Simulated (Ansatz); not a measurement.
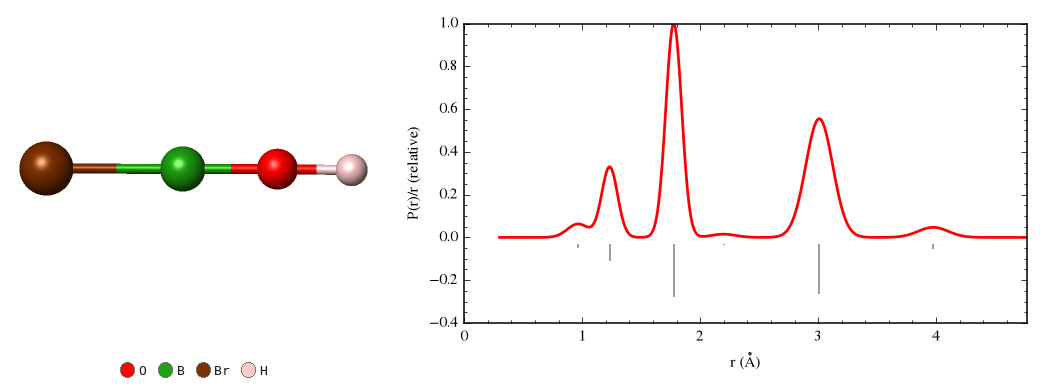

Simulated gas electron diffraction: radial distribution curve of BBrHO (charge +1, ignored in the scattering factors). Each pair of atoms contributes with weight ZᵢZⱼ/r (bars below the curve); damping constant 0.001 Å²; vibrational amplitudes assumed, not computed: 0.05 Å for bonds, 0.078 Å for bonds to H, 0.06 + 0.015 r up to 0.15 Å for other pairs. The geometry is the end point of an optimisation (UKS PBE0-D4/def2-SVP (Ansatz 0.2.0)); it may be a saddle point or a higher isomer.

**Which pairs of atoms lie under the first 5 clear peaks? Mark bonded pairs by – and others by ···.**

Peak 1, 0.97 Å: O–H 0.97 Å
Peak 2, 1.23 Å: O–B 1.23 Å
Peak 3, 1.78 Å: Br–B 1.78 Å
Peak 4, 3.01 Å: Br···O 3.01 Å
Peak 5, 3.97 Å: Br···H 3.97 Å
